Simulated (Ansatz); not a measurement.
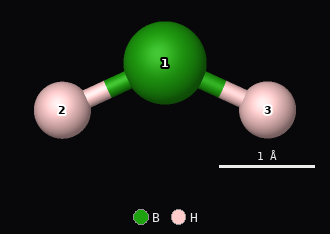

*The structure as given in the input (ball-and-stick view, seen on its broad side; atoms are numbered from 1 in the order of the input).*

Bond lengths as drawn: B–H 1.19 Å.

Run report: BH2, geometry relaxation

The run: geometry relaxation of BH2, multiplicity 2. Method and program: UKS PBE0-D4/def2-TZVP (Ansatz 0.2.0).

Figures and captions count atoms from 1; the log counts them from 0 in places.

Log:
```
Functional definition: PBE0
  name "PBE0"
  cite "Adamo & Barone, J. Chem. Phys. 110, 6158 (1999) doi:10.1063/1.478522"
  cite "Perdew, Burke & Ernzerhof, Phys. Rev. Lett. 77, 3865 (1996) doi:10.1103/PhysRevLett.77.3865"
  parent pbe
  parameter a = 0.25
  parameter kappa = 0.804
  parameter beta = 0.06672455060314922
  exchange = (1 - a)*pbe_x(kappa = kappa, mu = beta*pi^2/3) + a*exact_x
  correlation = pbe_c(beta = beta)
257 factors; their error is unknown
mean field evaluation 1: about -704.2138 eV, gradient 7.4e0 eV
mean field evaluation 2: about -704.5627 eV, gradient 3.0e0 eV
mean field evaluation 4: about -704.6275 eV, gradient 1.0e-1 eV
mean field evaluation 8: about -704.6237 eV, gradient 1.3e-2 eV
mean field evaluation 16: about -704.0068 eV, gradient 3.4e0 eV
mean field -704.62372936 eV, -25.8944444428 hartree, gradient 5.1e-5 eV, S^2 0.751947; 1 other end points of the search recorded, 0 dependent functions left out
the calculation of the forces begins
reference -704.62375612 eV, -25.8944454263 hartree; 4, 3 occupied and 39, 40 virtual orbitals, 257 factors
relax step   1: F+E_penalty+E_count = -704.63294401 eV  Δ(F+E_penalty+E_count) = +0.000e0 eV  max|allowed force component| = 7.095e-2 eV/Å  Δτ_max = 0.0000 Å  (33 SCF iters, accepted)
these checks for a lower state are left out or cut short: starts, cluster_reference, orbital_swaps, neighbouring_geometries, increment
257 factors; their error is unknown
mean field -704.62406699 eV, -25.8944568506 hartree, gradient 2.3e-5 eV, S^2 0.751922; 0 other end points of the search recorded, 0 dependent functions left out
the calculation of the forces begins
reference -704.62409372 eV, -25.8944578327 hartree; 4, 3 occupied and 39, 40 virtual orbitals, 257 factors
relax step   2: F+E_penalty+E_count = -704.63328419 eV  Δ(F+E_penalty+E_count) = -3.402e-4 eV  max|allowed force component| = 2.639e-2 eV/Å  Δτ_max = 0.0047 Å  (24 SCF iters, accepted)
these checks for a lower state are left out or cut short: starts, cluster_reference, orbital_swaps, neighbouring_geometries, increment
257 factors; their error is unknown
mean field evaluation 32: about -704.6241 eV, gradient 8.9e-6 eV
mean field -704.62410980 eV, -25.8944584238 hartree, gradient 8.9e-6 eV, S^2 0.751911; 0 other end points of the search recorded, 0 dependent functions left out
the calculation of the forces begins
reference -704.62413651 eV, -25.8944594052 hartree; 4, 3 occupied and 39, 40 virtual orbitals, 257 factors
relax step   3: F+E_penalty+E_count = -704.63332850 eV  Δ(F+E_penalty+E_count) = -4.430e-5 eV  max|allowed force component| = 2.808e-3 eV/Å  Δτ_max = 0.0023 Å  (25 SCF iters, accepted)
```

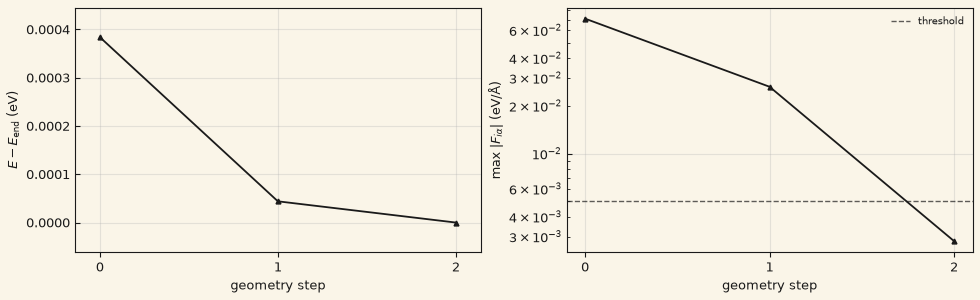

*Progress of the relaxation, step by step (the first geometry is step 0 here and step 1 in the log).*

The energy falls by next to nothing (0.0 eV) in 2 geometry steps. Largest force component: 0.071 eV/Å at the start, 0.0028 eV/Å at the end. B1 moves most after the best rigid fit: 0.007 Å. By element the largest moves are B 0.007 Å, H 0.004 Å. (Atoms are counted from 1 in the order of the input.)

```
257 factors; their error is unknown
mean field -704.62410980 eV, -25.8944584238 hartree, gradient 1.3e-5 eV, S^2 0.751911; 2 other end points of the search recorded, 0 dependent functions left out
the calculation of the forces begins
reference -704.62413651 eV, -25.8944594052 hartree; 4, 3 occupied and 39, 40 virtual orbitals, 257 factors
Total energy: -704.63335520 eV, -25.8947981860 hartree
Atom 0 at     1.684847    -0.852094     0.102747 Å, force     0.001358     0.000174    -0.001930 eV/Å
Atom 1 at     2.344474     0.116383    -0.112694 Å, force    -0.001782    -0.002808     0.000425 eV/Å
Atom 2 at     1.572631    -1.848940    -0.540019 Å, force     0.000424     0.002635     0.001505 eV/Å
Dipole moment:     0.056088    -0.002910    -0.087936 e Å
```

Trajectory as extended XYZ (Å, eV, eV/Å), 3 frames, from step=1 to step=3:
```
3
Properties=species:S:1:pos:R:3:forces:R:3 step=1 energy=-704.63294
B     1.6885   -0.8524    0.0969   -0.0412   0.0100   0.0709
H     2.3437    0.1191   -0.1092    0.0249   0.0087  -0.0309
H     1.5698   -1.8513   -0.5376    0.0163  -0.0187  -0.0401
3
Properties=species:S:1:pos:R:3:forces:R:3 step=2 energy=-704.63328
B     1.6861   -0.8522    0.1008   -0.0157   0.0030   0.0264
H     2.3441    0.1170   -0.1116    0.0112   0.0078  -0.0107
H     1.5718   -1.8494   -0.5392    0.0045  -0.0108  -0.0157
3
Properties=species:S:1:pos:R:3:forces:R:3 step=3 energy=-704.63333
B     1.6848   -0.8521    0.1027    0.0014   0.0002  -0.0019
H     2.3445    0.1164   -0.1127   -0.0018  -0.0028   0.0004
H     1.5726   -1.8489   -0.5400    0.0004   0.0026   0.0015
```

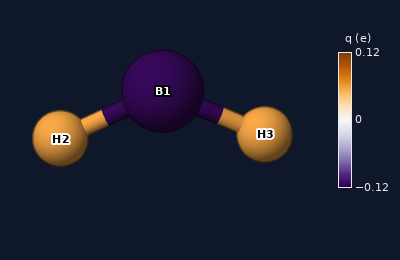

*Mulliken charges, as the colour of each atom (ball-and-stick view, seen at a tilt; atoms are numbered from 1 in the order of the input; Mulliken charges depend strongly on the basis).*

By element: B −0.11 and H +0.06 e.

This output came from the following input.

The input:
```yaml
crystal:
  periodic: [false, false, false]
  atoms:
    - {symbol: B, position_ang: [1.688522, -0.852401, 0.096890]}
    - {symbol: H, position_ang: [2.343655, 0.119086, -0.109237]}
    - {symbol: H, position_ang: [1.569775, -1.851336, -0.537620]}
basis:
  gaussian: {orbitals: def2-TZVP}
magnetization: {spin_polarized: true, initial_magnetization: 1}
hamiltonian: {xc: pbe0, dispersion: d4}
relax: {f_tol: 0.005, max_steps: 200}
```

Launched with:
```bash
ansatz run in.yaml --threads 8 --pin off --events-out ev --progress --plain --max-ram 19148MiB
```

Summary:

```csv
quantity,value
outcome,converged
total energy,−704.6334 eV
mean-field energy,−704.6241 eV
dispersion energy,−0.0092 eV
⟨S²⟩,0.752
SCF solution under orbital rotations,stable
largest force (length of the vector) at the end,0.003 eV/Å
dipole moment,0.50 D
hardware,"8 threads of Arm Neoverse V1, 23 GiB of memory available, shared host"
wall time,0.55 s (CPU time 2.5 s)
peak memory,0.45 GiB
```
